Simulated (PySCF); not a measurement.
# InO₂⁻: relaxation and vibrations of the singlet

Where does singlet InO₂⁻ go from a linear start, is the end point a minimum, and what are its modes, charges and moments?

Computed with PySCF 2.14.0. Level: PBE0, basis In def2-TZVPD with ECP28, O def2-TZVPD, scalar-relativistic core potentials, no spin–orbit coupling, density fitting.

## Step 1: The starting structure

3 atoms, charge -1, spin multiplicity 1.

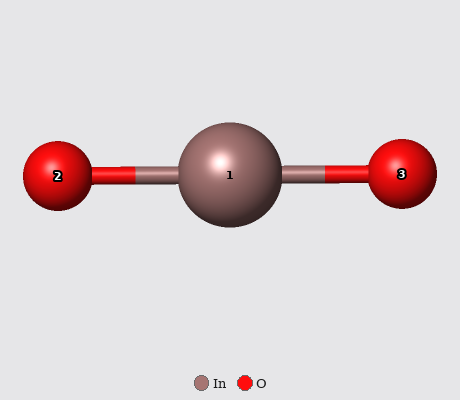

As it starts; indium brown, oxygen red; atoms are numbered from 1 in the order of the file.

```xyz
3
charge -1 multiplicity 1
In    0.0000    0.0000    0.0000
O     0.0000    0.0000    1.9300
O     0.0000    0.0000   -1.9300
```

## Step 2: Relaxation: linear start, singlet

The steps below are one call of a driver around PySCF. For each, scf.py gives the equivalent set-up of the SCF; relaxations use the driver's own optimiser. Before each start the driver seeks the lowest SCF state from one or more starting densities and follows internal instabilities, so scf.py alone need not reach the same state.

The program finds D∞h symmetry in the start, which this walk keeps. Threshold on the gradient: 0.0003 Eh/bohr, with a further test on the energy change.

File scf.py:

```python
from pyscf import gto, scf, dft
mol = gto.M(atom='''
In     0.000000     0.000000     0.000000
O      0.000000     0.000000     1.930000
O      0.000000     0.000000    -1.930000''',
    basis={'In': 'def2-TZVPD', 'O': 'def2-TZVPD'},
    ecp={'In': 'def2-TZVPD'},
    charge=-1, spin=0)
mf = dft.RKS(mol, xc='PBE0')
mf.grids.atom_grid = (50, 194)
aux = {'In': 'def2-universal-JKFIT', 'O': 'def2-universal-JKFIT'}
mf = mf.density_fit(auxbasis=aux)
mf.kernel()
```

The runs that follow: Is it a minimum? Harmonic modes.

**Question.** What will these runs give? Wanted: minimum; geometry; wavenumbers; dipole moment; highest occupied, lowest empty level; polar-tensor charge of In1; zero-point energy.

As calculated:

| quantity | value |
| --- | --- |
| minimum | singlet, D∞h |
| geometry | In–O 1.869 Å (×2); O–In–O 180.0° |
| wavenumbers (cm⁻¹) | 171 (πu), 695 (σg+), 791 (σu+) |
| dipole moment (centre of mass) | 0.00 D |
| highest occupied, lowest empty level | -1.59, 2.93 eV |
| polar-tensor charge of In1 | +0.82 e |
| zero-point energy | 10.9 kJ/mol |
| entropy at 298.15 K | 256.2 J/(mol K) |

**Reading.** The linear start keeps its D∞h symmetry and ends in a minimum. The strongest infrared band lies at 791 cm⁻¹ (σu+, stretch). Only this shape and spin were tried, so other structures or states may lie lower.
